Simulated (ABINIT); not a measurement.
# InP (F-43m): third-order response, part 2 of 3

Which lines does InP (F-43m) show in Raman and infrared spectra?

ABINIT 10.8.3; DFT LDA, scalar-relativistic, plane waves, PseudoDojo norm-conserving pseudopotentials.

So far. Step 3 (Relaxing the cell and atoms): The volume changes by -1.9 % in this run and stands -1.9 % from the first cell. Step 4 (Ground state): The cell stands at -0.58 GPa: the relaxation ran with a smoothed and higher cutoff and on another k mesh. The relaxed cell has a = 5.823 Å (conventional setting).

The database entry behind the starting cell differs from later determinations by our own check (0.1 to 0.3 % short, probably kX units), so it need not match the best structure at ambient conditions.

## (6) Linear response at Γ

The derivative of the wavefunctions by k comes first, since the response to a field is built on it; then the field and the displacements that symmetry doesn't supply are solved at q = 0. By the 2n+1 theorem the first-order wavefunctions also give third derivatives: Raman tensors and the non-linear susceptibility.

It reads the wavefunctions written in step 4.

File dfpt_gamma.abi:

```
ndtset 3

# common to the responses
getwfk_filepath "gso_WFK"
kptopt 2
nqpt 1
qpt 0.0 0.0 0.0
asr 0
chneut 0

# d/dk
rfelfd1 2
rfdir1 1 1 1
iscf1 -3
tolwfr1 1.0d-20

# displacements, field
rfphon2 1
rfatpol2 1 2
rfdir2 1 1 1
rfelfd2 3
getddk2 1
tolvrs2 1.0d-10
prepanl2 1
prtden2 1

# third order
optdriver3 5
getden_filepath3 "gso_DEN"
get1den3 2
get1wf3 2
getddk3 1
d3e_pert1_elfd3 1
d3e_pert1_phon3 1
d3e_pert1_atpol3 1 2
d3e_pert1_dir3 1 1 1
d3e_pert2_elfd3 1
d3e_pert2_dir3 1 1 1
d3e_pert3_elfd3 1
d3e_pert3_dir3 1 1 1
usepead3 1
tolvrs3 1.0d-10

# basis, mesh and filling
ecut 31.0
ngkpt 8 8 8
nshiftk 4
shiftk 
    0.5 0.5 0.5
    0.5 0.0 0.0
    0.0 0.5 0.0
    0.0 0.0 0.5
istwfk *1
occopt 1
nband 9
nstep 100
diemac 9.0
prtebands 0
prtgsr 0

# cell and atoms
acell 7.78086189 7.78086189 7.78086189
rprim 
    -0.7071067812 0.0 0.7071067812
    0.0 0.7071067812 0.7071067812
    -0.7071067812 0.7071067812 0.0
ntypat 2
znucl 49 15
natom 2
typat 1 2
xred 
    0.0 0.0 0.0
    0.25 0.25 0.25
pp_dirpath "./pseudo"
pseudos "In.upf, P.upf"
```

On the command line:

```bash
$ OMP_NUM_THREADS=1 mpirun -n 4 abinit dfpt_gamma.abi > dfpt_gamma.log
```

Numbers of over 12 decimals in the logs are rounded to 6 here.

dfpt_gamma.abo, the main output file:

```text
[banners, grids, parts of the stress and lines that vanish by symmetry left out]
- input  file    -> dfpt_gamma.abi
- output file    -> dfpt_gamma.abo
- root for input  files -> dfpt_gammai
[...]
DATASET    1 : space group F-4 3 m (#216); Bravais cF (face-center cubic)
[...]
nfft =       64000          nkpt =        1024
[...]
DATASET    2 : space group F-4 3 m (#216); Bravais cF (face-center cubic)
[...]
nfft =       64000          nkpt =        1024
[...]
DATASET    3 : space group F-4 3 m (#216); Bravais cF (face-center cubic)
[...]
mpw =        2764          nfft =       64000          nkpt =        1024
[...]
== DATASET  1 ==================================================================
[...]
cutoff_energies: {ecut:  31.0, pawecutdg:  -1.0, }
[...]
- 15.00000   5.00000  180309                  znucl, zion, pspdat
[...]
Perturbation : derivative vs k along direction   1
[...]
-ETOT  1  -32.904585213750     -3.290E+01 1.485E+00 0.000E+00
 ETOT  2  -33.057616621747     -1.530E-01 4.594E-01 0.000E+00
 ETOT  3  -33.065774984358     -8.158E-03 7.378E-02 0.000E+00
 ETOT  4  -33.066831047653     -1.056E-03 2.414E-02 0.000E+00
 ETOT  5  -33.067043127910     -2.121E-04 4.514E-03 0.000E+00
[...]
At SCF step   39   max residual=  9.99E-21 < tolwfr=  1.00E-20 =>converged.
[...]
Perturbation : derivative vs k along direction   2
[...]
-ETOT  1  -32.904585213606     -3.290E+01 1.485E+00 0.000E+00
[...]
At SCF step   39   max residual=  1.00E-20 < tolwfr=  1.00E-20 =>converged.
[...]
Perturbation : derivative vs k along direction   3
[...]
-ETOT  1  -32.904585213463     -3.290E+01 1.485E+00 0.000E+00
[...]
At SCF step   39   max residual=  9.99E-21 < tolwfr=  1.00E-20 =>converged.
[...]
1        1       2.2075867617   -0.0000000000
     1        2      -1.1037933809   -0.0000000000
     1        3      -1.1037933808    0.0000000000
     2        1      -1.1037933809   -0.0000000000
     2        2       2.2075867617    0.0000000000
     2        3       1.1037933808    0.0000000000
     3        1      -1.1037933808    0.0000000000
     3        2       1.1037933808    0.0000000000
     3        3       2.2075867617   -0.0000000000
[...]
== DATASET  2 ==================================================================
[...]
cutoff_energies: {ecut:  31.0, pawecutdg:  -1.0, }
[...]
Perturbation : displacement of atom   1   along direction   1
[...]
-ETOT  1   13.320462540597     -1.559E+04 2.656E+01 2.177E+02
[...]
At SCF step   13       vres2   =  2.47E-11 < tolvrs=  1.00E-10 =>converged.
[...]
Perturbation : displacement of atom   2   along direction   1
[...]
-ETOT  1   5.888506     -2.143E+02 2.535E+00 8.052E+02
[...]
At SCF step   14       vres2   =  5.15E-11 < tolvrs=  1.00E-10 =>converged.
[...]
Perturbation : homogeneous electric field along direction   1
[...]
-ETOT  1  -252.12514458788     -2.521E+02 4.735E+02 4.520E+04
[...]
At SCF step   20       vres2   =  6.63E-11 < tolvrs=  1.00E-10 =>converged.
[...]
Perturbation : homogeneous electric field along direction   2
[...]
-ETOT  1  -252.12514459032     -2.521E+02 4.735E+02 4.520E+04
[...]
At SCF step   20       vres2   =  6.63E-11 < tolvrs=  1.00E-10 =>converged.
[...]
Perturbation : homogeneous electric field along direction   3
[...]
-ETOT  1  -252.12514459275     -2.521E+02 4.735E+02 4.520E+04
[...]
ETOT 19  -273.05115566387     -1.560E-10 6.079E-09 2.369E-10
 ETOT 20  -273.05115566391     -3.843E-11 9.077E-10 6.631E-11
 At SCF step   20       vres2   =  6.63E-11 < tolvrs=  1.00E-10 =>converged.
[...]
Dielectric tensor, in cartesian coordinates,
[...]
1    4   1    4        11.5314979852        -0.0000000000
   1    4   2    4        -0.0000000000        -0.0000000000
   1    4   3    4        -0.0000000000        -0.0000000000
   2    4   1    4        -0.0000000000        -0.0000000000
   2    4   2    4        11.5314979852        -0.0000000000
   2    4   3    4        -0.0000000000        -0.0000000000
   3    4   1    4        -0.0000000000        -0.0000000000
   3    4   2    4         0.0000000000        -0.0000000000
   3    4   3    4        11.5314979852        -0.0000000000
  Effective charges, in cartesian coordinates,
[...]
1    1   1    4         2.4573924781         0.0000000000
   2    1   1    4        -0.0000000000         0.0000000000
   3    1   1    4         0.0000000000         0.0000000000
   1    2   1    4        -2.4623856683         0.0000000000
   2    2   1    4         0.0000000000         0.0000000000
[...]
Effective charges, in cartesian coordinates,
[...]
2    4   1    2         0.0000000000         0.0000000000
   3    4   1    2         0.0000000000         0.0000000000
   1    4   2    2         0.0000000000         0.0000000000
   2    4   2    2        -2.4623831810         0.0000000000
   3    4   2    2         0.0000000000         0.0000000000
   1    4   3    2        -0.0000000000         0.0000000000
   2    4   3    2         0.0000000000         0.0000000000
   3    4   3    2        -2.4623831810         0.0000000000
  Phonon wavevector (reduced coordinates) :  0.00000  0.00000  0.00000
 Phonon energies in Hartree :
[...]
Phonon frequencies in cm-1    :
-  3.553444E-01  3.553445E-01  3.553448E-01  3.041281E+02  3.041281E+02
-  3.041281E+02
  Phonon at Gamma, with non-analyticity in the
[...]
Phonon energies in Hartree :
[...]
Phonon frequencies in cm-1    :
-  3.553444E-01  3.553445E-01  3.718675E-01  3.041281E+02  3.041281E+02
-  3.375852E+02
  Phonon at Gamma, with non-analyticity in the
[...]
Phonon energies in Hartree :
[...]
Phonon frequencies in cm-1    :
-  3.553444E-01  3.553448E-01  3.718672E-01  3.041281E+02  3.041281E+02
-  3.375852E+02
  Phonon at Gamma, with non-analyticity in the
[...]
Phonon energies in Hartree :
[...]
Phonon frequencies in cm-1    :
-  3.553445E-01  3.553448E-01  3.718671E-01  3.041281E+02  3.041281E+02
-  3.375852E+02
[...]
== DATASET  3 ==================================================================
[...]
cutoff_energies: {ecut:  31.0, pawecutdg:  -1.0, }
[...]
j1 : displacement of atom   1 along direction   1
[...]
j1 : displacement of atom   2 along direction   1
[...]
j2 : displacement of atom   1 along direction   1
[...]
j2 : displacement of atom   2 along direction   1
[...]
j2 : displacement of atom   1 along direction   1
[...]
j2 : displacement of atom   2 along direction   1
[...]
1          1        0.000000017       -0.000000009       -0.000000009
[...]
1          2       -0.000000000       -0.000000000        0.194457061
[...]
1          3       -0.000000000        0.194457069        0.000000009
[...]
2          1        0.000000100       -0.000000050       -0.000000050
[...]
2          2       -0.000000000        0.000000000       -0.194271511
[...]
2          3       -0.000000000       -0.194271461        0.000000050
[...]
strten2     0.0000000000E+00  0.0000000000E+00  0.0000000000E+00
           strten3     0.0000000000E+00  0.0000000000E+00  0.0000000000E+00
================================================================================
```

It took 67 min on 4 MPI ranks of Arm Neoverse V1, shared host.

Read from the output:

```yaml
miss_of_the_charge_sum_rule: 0.004993 e
largest_acoustic_frequency_at_the_zone_centre_before_the_sum_rule: 0.36 cm⁻¹
highest_optical_zone_centre_mode_no_lo_to_term: 304.1 cm⁻¹
lowest_optical_zone_centre_mode: 304.1 cm⁻¹
mean_high_frequency_dielectric_constant: 11.53
largest_born_charge_in_size_third_of_the_trace: 2.462 e
```

Born charge (rows field, columns displacement), before the sum rule (e), principal values of the symmetric part by kind of site:

```
atom  atoms with these values    low  middle   high   mean
 In1                        1   2.46    2.46   2.46   2.46
  P2                        1  -2.46   -2.46  -2.46  -2.46
```

In full for In1:

```
2.46 0.00 0.00
0.00 2.46 0.00
0.00 0.00 2.46
```

High-frequency dielectric tensor:

```
11.53  0.00  0.00
 0.00 11.53  0.00
 0.00  0.00 11.53
```

The acoustic modes at Γ come out as far as 0.4 cm⁻¹ from zero, where they should vanish, a small numerical error; the Born charges miss their sum rule by 0.0050 e, which is good.

## (7) Modes with the sum rule

anaddb reads the merged derivatives, imposes the acoustic sum rule and charge neutrality, and adds the LO-TO term along chosen directions.

File anaddb.abi:

```
ddb_filepath "gamma_DDB"
output_file "anaddb.abo"
outdata_prefix "anaddb"
asr 1
chneut 1
enunit 2
eivec 1
nph1l 1
qph1l 0.0 0.0 0.0 1.0
dieflag 1
nph2l 3
qph2l 
    1.0 0.0 0.0 0.0
    0.0 0.0 1.0 0.0
    1.0 1.0 1.0 0.0
nlflag 1
ramansr 1
alphon 1
prtmbm 1
```

File mrgddb.in:

```
gamma_DDB
merged
3
dfpt_gammao_DS2_DDB
dfpt_gammao_DS3_DDB
gso_DDB
```

On the command line:

```bash
$ mrgddb < mrgddb.in > mrgddb.log
$ OMP_NUM_THREADS=1 anaddb anaddb.abi > anaddb.log
```

anaddb.abo, the main output file:

```text
[banners, grids, parts of the stress and lines that vanish by symmetry left out]
-outvars_anaddb: echo values of input variables ----------------------

 Flags :
[...]
Dielectric Tensor and Effective Charges
[...]
Effective charge tensors after
[...]
1          1       -0.000000041        0.000000021        0.000000021
[...]
1          2       -0.000000000       -0.000000000        0.194364286
[...]
1          3       -0.000000000        0.194364265       -0.000000021
[...]
2          1        0.000000041       -0.000000021       -0.000000021
[...]
2          2       -0.000000000        0.000000000       -0.194364286
[...]
2          3       -0.000000000       -0.194364265        0.000000021
[...]
Phonon wavevector (reduced coordinates) :  0.00000  0.00000  0.00000
 Phonon energies in Hartree :
[...]
Phonon energies in meV     :
-  0.000000E+00  0.000000E+00  0.000000E+00  3.770706E+01  3.770706E+01
-  3.770706E+01
 Phonon frequencies in cm-1    :
-  0.000000E+00  0.000000E+00  0.000000E+00  3.041280E+02  3.041280E+02
-  3.041280E+02
 Phonon frequencies in Thz     :
-  0.000000E+00  0.000000E+00  0.000000E+00  9.117527E+00  9.117527E+00
-  9.117527E+00
 Phonon energies in Kelvin  :
-  0.000000E+00  0.000000E+00  0.000000E+00  4.375723E+02  4.375723E+02
-  4.375723E+02
[...]
-  1  0.00000000E+00  0.00000000E+00 -1.93977110E-03
-     0.00000000E+00  0.00000000E+00  0.00000000E+00
-  2  0.00000000E+00  0.00000000E+00 -1.93977096E-03
-     0.00000000E+00  0.00000000E+00  0.00000000E+00
[...]
-  1  0.00000000E+00 -1.93977110E-03  0.00000000E+00
-     0.00000000E+00  0.00000000E+00  0.00000000E+00
-  2  0.00000000E+00 -1.93977096E-03  0.00000000E+00
-     0.00000000E+00  0.00000000E+00  0.00000000E+00
[...]
-  1  1.93977110E-03  0.00000000E+00  0.00000000E+00
-     0.00000000E+00  0.00000000E+00  0.00000000E+00
-  2  1.93977096E-03  0.00000000E+00  0.00000000E+00
-     0.00000000E+00  0.00000000E+00  0.00000000E+00
[...]
-  1  0.00000000E+00  0.00000000E+00 -1.00748516E-03
-     0.00000000E+00  0.00000000E+00  0.00000000E+00
-  2 -1.33662717E-07  3.34904026E-07  3.73475636E-03
-     0.00000000E+00  0.00000000E+00  0.00000000E+00
[...]
-  1  0.00000000E+00 -1.00748516E-03  0.00000000E+00
-     0.00000000E+00  0.00000000E+00  0.00000000E+00
-  2 -1.32001527E-07  3.73475636E-03 -3.34908750E-07
-     0.00000000E+00  0.00000000E+00  0.00000000E+00
[...]
-  1  1.00748517E-03  0.00000000E+00  0.00000000E+00
-     0.00000000E+00  0.00000000E+00  0.00000000E+00
-  2 -3.73475637E-03 -1.32013512E-07 -1.33650880E-07
-     0.00000000E+00  0.00000000E+00  0.00000000E+00
[...]
-     1          0.000000    -0.000000    -0.000000     0.000000
-     2          0.000000    -0.000000    -0.000000     0.000000
-     3          0.000000    -0.000000    -0.000000     0.000000
-     4          0.000000    -0.000000    -3.015668     3.015668
-     5         -0.000000    -3.015668     0.000000     3.015668
-     6          3.015668    -0.000000    -0.000000     3.015668
[...]
-   1     Real    0.0000E+00  0.0000E+00  0.0000E+00  0.0000E+00  0.0000E+00  0.0000E+00  0.0000E+00
[...]
-   2     Real    0.0000E+00  0.0000E+00  0.0000E+00  0.0000E+00  0.0000E+00  0.0000E+00  0.0000E+00
[...]
-   3     Real    0.0000E+00  0.0000E+00  0.0000E+00  0.0000E+00  0.0000E+00  0.0000E+00  0.0000E+00
[...]
-   4     Real    0.0000E+00  0.0000E+00  1.3608E-04  0.0000E+00  0.0000E+00  0.0000E+00  1.3608E-04
[...]
-   5     Real    0.0000E+00  1.3608E-04  0.0000E+00  0.0000E+00  0.0000E+00  0.0000E+00  1.3608E-04
[...]
-   6     Real    1.3608E-04  0.0000E+00  0.0000E+00  0.0000E+00  0.0000E+00  0.0000E+00  1.3608E-04
[...]
-        -0.000000000      -0.000000000       0.000000000
-        -0.000000000      -0.000000000      -0.000000000
[...]
Phonon at Gamma, with non-analyticity in the
[...]
Phonon energies in Hartree :
[...]
Phonon energies in meV     :
-  0.000000E+00  0.000000E+00  0.000000E+00  3.770706E+01  3.770706E+01
-  4.185062E+01
 Phonon frequencies in cm-1    :
-  0.000000E+00  0.000000E+00  0.000000E+00  3.041280E+02  3.041280E+02
-  3.375480E+02
 Phonon frequencies in Thz     :
-  0.000000E+00  0.000000E+00  0.000000E+00  9.117527E+00  9.117527E+00
-  1.011944E+01
 Phonon energies in Kelvin  :
-  0.000000E+00  0.000000E+00  0.000000E+00  4.375723E+02  4.375723E+02
-  4.856563E+02
[...]
-  1  0.00000000E+00  0.00000000E+00 -1.93977110E-03
[...]
-  2  0.00000000E+00  0.00000000E+00 -1.93977096E-03
[...]
Phonon at Gamma, with non-analyticity in the
[...]
Phonon energies in Hartree :
[...]
Phonon energies in meV     :
-  0.000000E+00  0.000000E+00  0.000000E+00  3.770706E+01  3.770706E+01
-  4.185062E+01
 Phonon frequencies in cm-1    :
-  0.000000E+00  0.000000E+00  0.000000E+00  3.041280E+02  3.041280E+02
-  3.375480E+02
 Phonon frequencies in Thz     :
-  0.000000E+00  0.000000E+00  0.000000E+00  9.117527E+00  9.117527E+00
-  1.011944E+01
 Phonon energies in Kelvin  :
-  0.000000E+00  0.000000E+00  0.000000E+00  4.375723E+02  4.375723E+02
-  4.856563E+02
[...]
Phonon at Gamma, with non-analyticity in the
[...]
Phonon energies in Hartree :
[...]
Phonon energies in meV     :
-  0.000000E+00  0.000000E+00  0.000000E+00  3.770706E+01  3.770706E+01
-  4.185062E+01
 Phonon frequencies in cm-1    :
-  0.000000E+00  0.000000E+00  0.000000E+00  3.041280E+02  3.041280E+02
-  3.375480E+02
 Phonon frequencies in Thz     :
-  0.000000E+00  0.000000E+00  0.000000E+00  9.117527E+00  9.117527E+00
-  1.011944E+01
 Phonon energies in Kelvin  :
-  0.000000E+00  0.000000E+00  0.000000E+00  4.375723E+02  4.375723E+02
-  4.856563E+02
[...]
-  1  0.00000000E+00 -1.93977110E-03  0.00000000E+00
[...]
-  2  0.00000000E+00 -1.93977097E-03  0.00000000E+00
[...]
-  1  1.93977110E-03  0.00000000E+00  0.00000000E+00
[...]
-  2  1.93977097E-03  0.00000000E+00  0.00000000E+00
[...]
-  1  1.39718585E-04  6.32189296E-04 -7.71907881E-04
[...]
-  2 -5.17938020E-04 -2.34353128E-03  2.86146930E-03
[...]
-  1  8.10655883E-04 -5.26327785E-04 -2.84328098E-04
[...]
-  2 -3.00510848E-03  1.95110172E-03  1.05400676E-03
[...]
-         0.000000000       0.000000000       0.000000001
-         0.000000000       0.000000001       0.000000000
[...]
-        -0.000000000      -0.012888755       0.010555839
-        -0.012888755       0.000000000       0.002332918
-         0.010555839       0.002332918      -0.000000003
[...]
-        -0.000000003      -0.004747502      -0.008788237
-        -0.004747502      -0.000000000       0.013535740
-        -0.008788237       0.013535740      -0.000000001
[...]
Direction                     Dielectric constant
[...]
0.00000   0.00000   1.00000     14.20509559
   1.00000   1.00000   1.00000     14.20509559
-
```

Run time: 0.78 s. Hardware: 1 thread.

This step gave:

- mean static dielectric constant: 14.21
- highest mode moved by the LO-TO term: 337.6 cm⁻¹

No LO-TO term; unit eigenvectors of the mass-weighted matrix, from anaddb's displacements. Modes at Γ, with each element's share of the kinetic energy:

```
mode  frequency (cm⁻¹)  symmetry  In %  P %
   1               0.0  acoustic    79   21
   2               0.0  acoustic    79   21
   3               0.0  acoustic    79   21
   4             304.1        T2    21   79
   5             304.1        T2    21   79
   6             304.1        T2    21   79
```

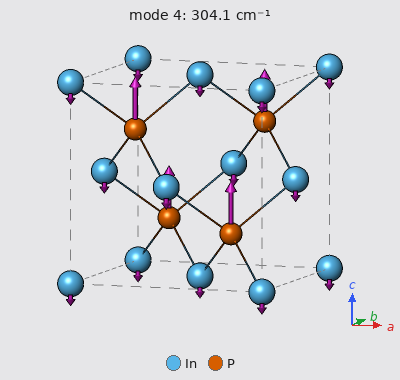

Displacement patterns of mode 4 at Γ; arrows are exaggerated. Bonds to atoms that aren't drawn are left out. Some periodic images of atoms are drawn too.

Trace of the oscillator strength, degenerate modes summed. Infrared lines, with heights relative to the strongest:

```
position (cm⁻¹)  lines merged  IR intensity, relative
            304             3                     100
```

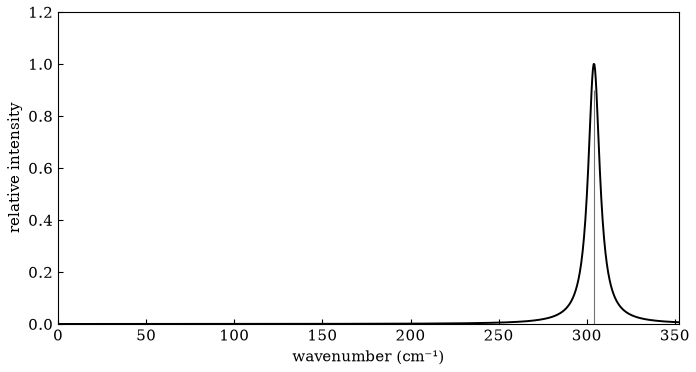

The infrared spectrum, broadened with Lorentzians of width 8 cm⁻¹; bars mark the lines.

From anaddb's Raman susceptibilities, degenerate modes summed; transverse modes, the longitudinal lines of polar modes are not listed. Raman lines, with heights relative to the strongest:

```
position (cm⁻¹)  lines merged  Raman activity (Å⁴/amu), powder, relative
            304             3                                        100
```

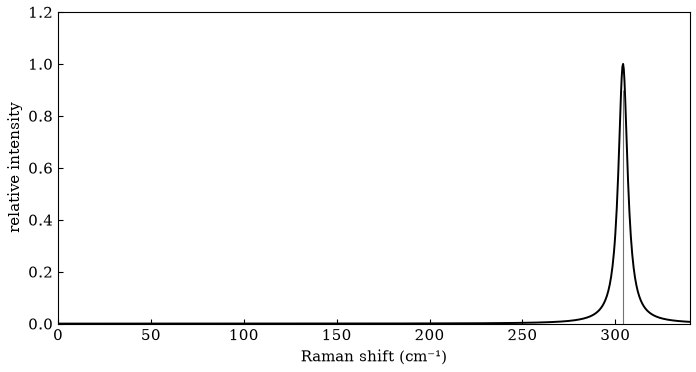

The Raman spectrum, broadened with Lorentzians of width 6 cm⁻¹; bars mark the lines.

Static dielectric tensor (ions relaxed, fixed cell):

```
14.21  0.00  0.00
 0.00 14.21  0.00
 0.00  0.00 14.21
```

Non-linear optical d (pm/V). Tensor:

```
field along  xx  yy  zz      yz      xz      xy
          x   0   0   0  -93.72       0       0
          y   0   0   0       0  -93.72       0
          z   0   0   0       0       0  -93.72
```

The rule moves no optical mode by more than 0.1 cm⁻¹.

[end of part 2 of 3]

[Host names and launcher messages were left out of these logs when they were recorded.]

[Logs are printed without paths, hosts, clocks, repeated set-up lines and the standing remarks that a program may print on its own settings, such as how far it seeks lower states.]

[Hosts, paths, dates, database ids (printed as entryN), source tags and the programs' standing remarks are cut or masked in the printed files.]
